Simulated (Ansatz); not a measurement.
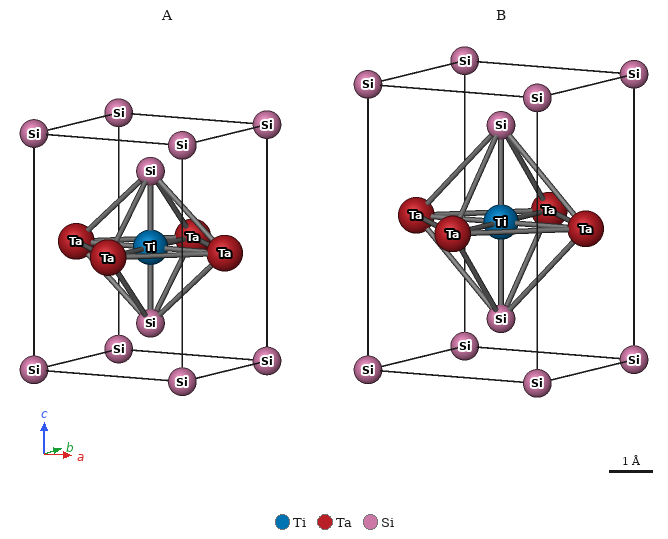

Two geometries of crystalline Ta₂TiSi₃ (a generated structure, set up in P4/mmm) (coarse preliminary run), drawn at one scale. One is the start of a relaxation, the other its converged end. Style: ball-and-stick. Shown: the cell of the calculation, from a free direction.

Level of theory: DFT PBE, scalar-relativistic, plane waves, PAW in Ansatz 0.2.0. (plane-wave cutoff 420 eV; k-point mesh 4 × 4 × 4; occupations gaussian; smearing width 0.1 eV; no spin polarisation; cell and atoms relaxed; force threshold 0.04 eV/Å; at most 70 steps)

Question: Which geometry has the lower energy?

Answer: Structure B is the relaxed one. The largest moves relative to the cell, 0.12 Å, are those of Si atoms. Ta and Ti stay in place. The volume changes by +57.4 %, with a = b 4.021 → 4.590 Å (+14.2 %), c 5.618 → 6.786 Å (+20.8 %). Some distances before and after: Si–Ta 2.703 → 3.248 Å, Si–Ti 1.806 → 2.299 Å, Si–Si 3.015 → 3.425 Å, Ta–Ta 2.843 → 3.246 Å. Among the angles between lasting bonds that change: Ta–Si–Ta 96.1° → 89.9°, Ta–Si–Ta 63.5° → 59.9°, Ta–Si–Si 131.9° → 135.0°. The space group stays P4/mmm (No. 123). After 6 accepted moves (8 points after the start) the energy has fallen by 1784 meV per atom. The largest force component goes from 8.6 to 0.0055 eV/Å. Pressure: 85.49 GPa at the start and 0.11 GPa at the end. The SCF was repeated twice at an unchanged geometry on a basis and grid sized afresh for the cell, which shifted the energy by 19.3 meV per atom at most. The run took 39 s on 1 thread of Arm Neoverse V1, on a shared host, peak memory 0.42 GiB.

Limits of the set-up: the k-point mesh is coarse for a cell with partly filled bands.
